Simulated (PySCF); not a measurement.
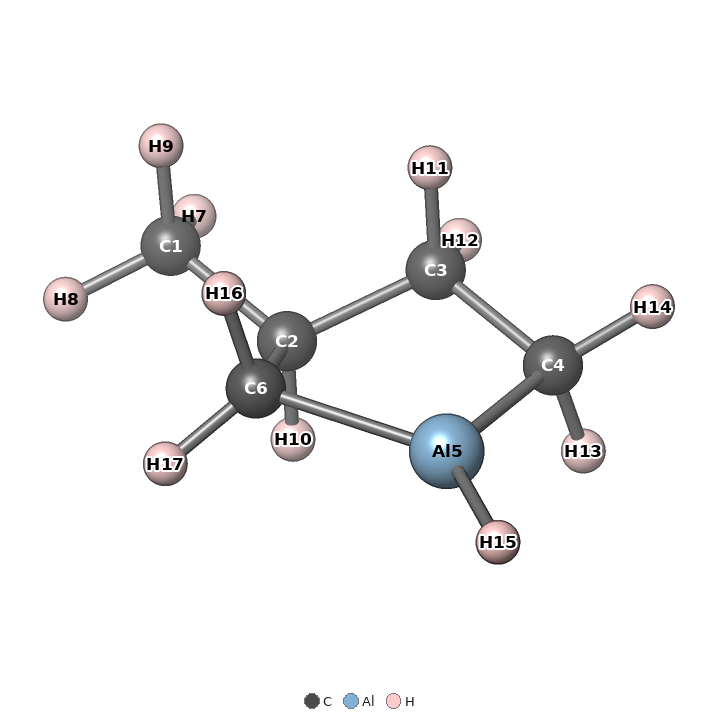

Atoms fade into the background with distance from the viewer. The computed structure is the end point of a PBE0-D3(BJ)/def2-SVP optimisation. No frequency run is at hand to confirm it as a minimum.

How is the 5-membered ring C2–C3–C4–Al5–C6 puckered?

It is a twist (half-chair). The Cremer–Pople amplitude Q is 0.43 Å.

Give the torsion angles round the ring, beginning with the bond from its second to its third atom.

−36°, 12°, 14°, −37°, 53°.
